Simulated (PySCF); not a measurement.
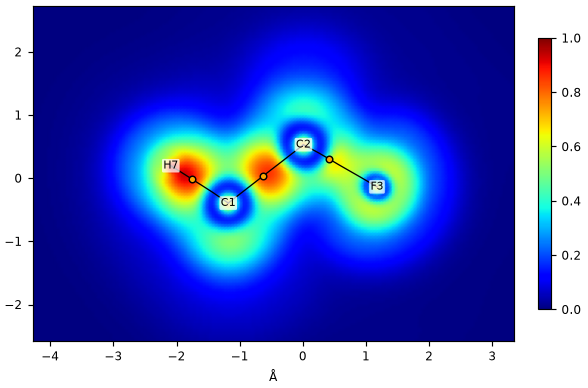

*C2H3F3, SMILES `CC(F)(F)F`. Localised orbital locator (LOL) in the plane of C1, C2, F3 and H7, with bond paths and bond critical points (dots).*

Computed with PySCF, B3LYP/def2-SVPD, geometry: GFN2-xTB. No frequency check shows the geometry to be a minimum.

Q: What values does LOL take at the bond critical points in this plane?

A: C1–H7: about 0.89; C1–C2: about 0.84; C2–F3: about 0.49. Values above 0.5 mark slow, localised electrons, as in shared pairs; low values at a critical point mark a polar or closed-shell contact whose critical point lies between the shells.

Q: Where along C2–F3 does the critical point lie?

A: 0.46 Å from C2 and 0.88 Å from F3.
